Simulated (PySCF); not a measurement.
**C₅H₁₁Cl₂FSi: density, localisation and related maps**

```xyz
20

C    -0.5582   -1.3174    1.0615
C     0.0787   -0.1527    0.3093
C     1.4927   -0.5456   -0.1574
C     2.3973    0.6486   -0.4007
Cl    2.6831    1.5406    1.1124
Cl    3.9681    0.0980   -1.0371
C    -0.8162    0.2514   -0.8615
F    -0.2226    1.3129   -1.5492
Si   -2.5919    0.8467   -0.4021
H     0.0711   -1.6165    1.8959
H    -1.5309   -1.0339    1.4552
H    -0.6875   -2.1717    0.4005
H     0.1660    0.7015    0.9876
H     1.9612   -1.1809    0.5968
H     1.4296   -1.1164   -1.0871
H     1.9902    1.3586   -1.1201
H    -0.8477   -0.5660   -1.5932
H    -2.4949    1.6465    0.8170
H    -3.0608    1.6407   -1.5326
H    -3.4324   -0.3338   -0.2002
```

Geometry: GFN2-xTB.

Level of theory: PySCF 2.14.0, PBE0/pcSseg-1, SCF density, gas phase, non-relativistic.

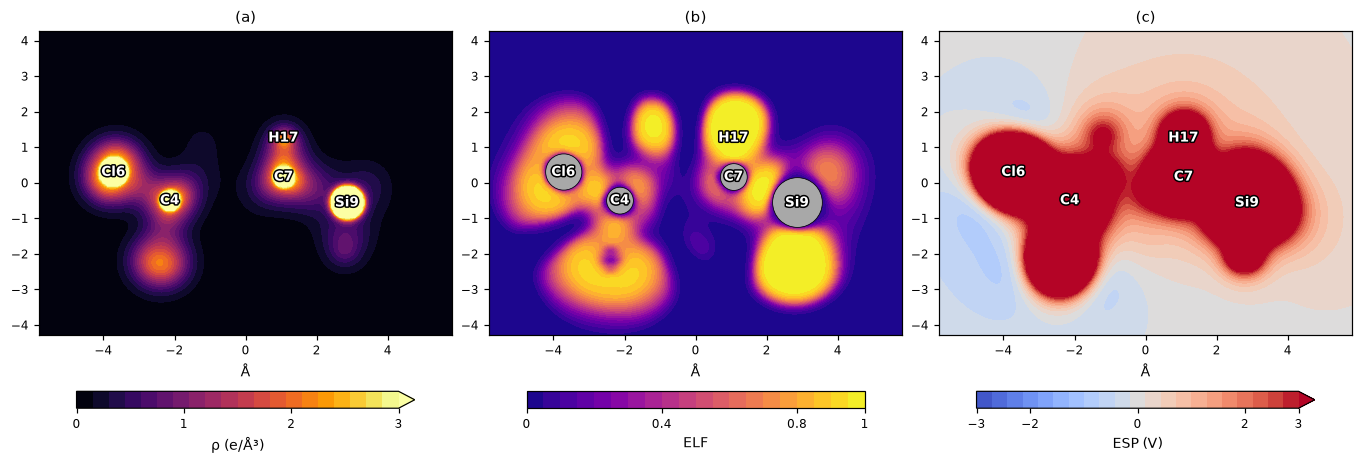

Figure 1. (a) electron density; (b) electron localisation function; (c) electrostatic potential on the plane of atoms Si9, C7 and H17. Grey discs cover the atomic cores in the ELF map.

What does the map show?

The plane passes through C, Cl, Si and H nuclei. C–Cl (1.78 Å): ρ is about 1.3 e/Å³ halfway; the ELF peaks at about 0.90 between the atoms (localised, covalent bonding). C–Si (1.93 Å): ρ at the midpoint is about 0.92 e/Å³; the ELF peaks at about 1 between the atoms; a covalent bond. C–H (1.10 Å): ρ at the midpoint is about 2 e/Å³; the ELF climbs to about 1 towards the hydrogen, as it does in any bond to H (an ordinary covalent bond to hydrogen). The ELF also peaks beside Cl5 and Cl6, away from the bonds: lone-pair regions. Outside the dense part of the molecule the potential is most negative (−0.8 V) near Cl6.

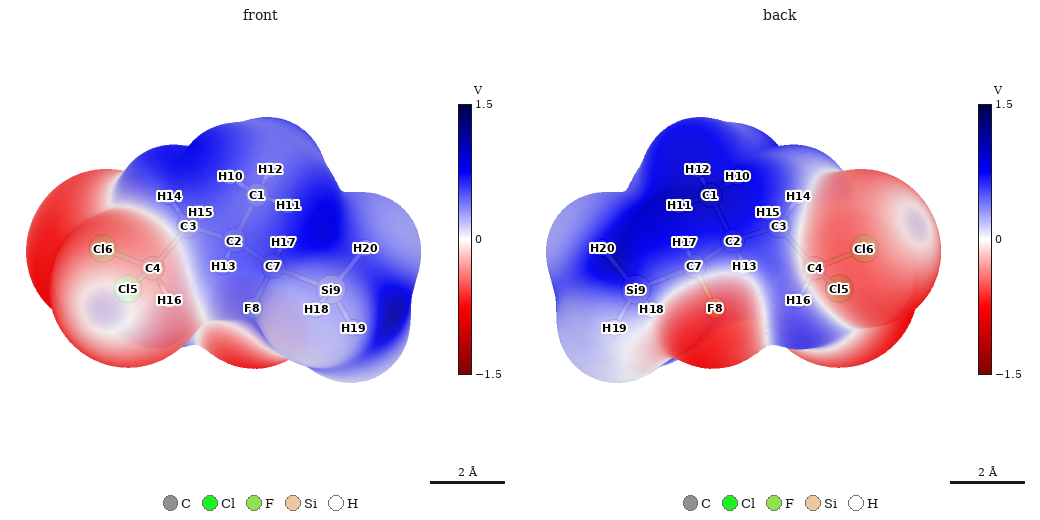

Figure 2. The molecular electrostatic potential painted on the density surface at 0.001 e/bohr³, seen from the front and from behind; the colour scale runs from red (negative) to blue (positive).

Where is the surface potential most negative and most positive?

The most negative region (about −0.8 V) lies over Cl5 and Cl6, the most positive (about +1.0 V) over Si9 and H17.

How polar is the molecule by this calculation?

Its dipole moment is 3.47 D.
